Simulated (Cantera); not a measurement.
A closed system holds: 1 mol SrCl₂, 0.89 mol N₂, held at 1.80 Pa.

Equilibrium computed with Cantera from the NASA thermochemical tables; the gas is ideal and each condensed phase is pure. Candidate condensed phases: Sr, SrCl₂; 7 gas species. The numbers say what is thermodynamically allowed, not how fast it happens.

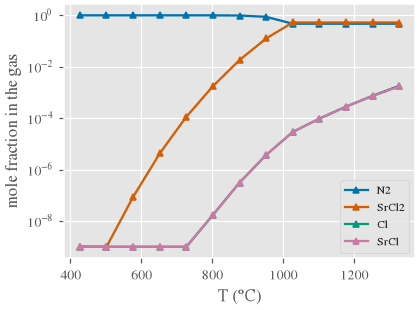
Equilibrium gas composition (values under 1e-9 drawn at 1e-9)

From 427 °C to 802 °C the condensed part is SrCl₂(s). From 877 °C to 952 °C the condensed part is SrCl₂(l). From 1027 °C to 1327 °C nothing is condensed.
